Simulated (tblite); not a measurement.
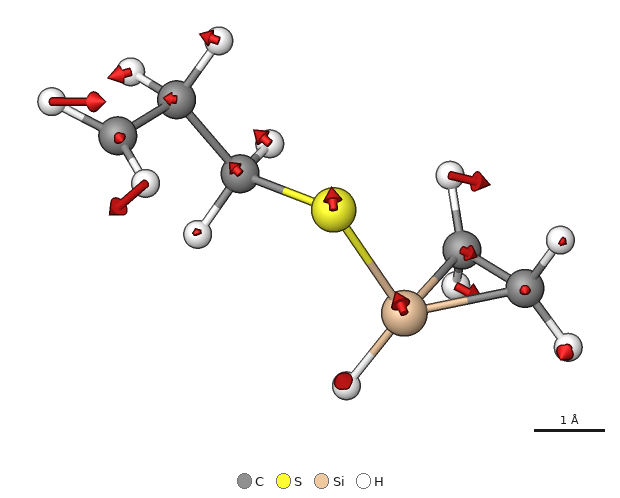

This is a relaxation of C₅H₁₁SSi (multiplicity 2). The starting structure is drawn; red arrows show the displacements, at their true length. The two geometries are superimposed by the best rigid fit.

The picture is a ball-and-stick view, seen from a free direction.

The calculation used GFN2-xTB geometry optimisation, gas phase (tblite). 

> Which element moves most?

Hydrogen: up to 1.11 Å, against 0.40 Å for silicon.

> What happened in the run?

The energy falls by 0.498 eV in 134 geometry steps. The atom that moves furthest after the best rigid fit is an H atom (1.11 Å). Largest moves by element: H 1.11 Å, Si 0.40 Å, S 0.36 Å, C 0.29 Å. Near-neighbour distances that change, for instance: C–Si 1.816 → 1.875 Å, C–C 1.484 → 1.539 Å, H–Si 1.489 → 1.450 Å, C–S 1.804 → 1.838 Å. Among the angles between lasting bonds that change: C–Si–H 103.9° → 120.3°, S–Si–C 105.9° → 120.0°, Si–C–H 114.5° → 121.0°. Groups turn about C–C by about 70°.
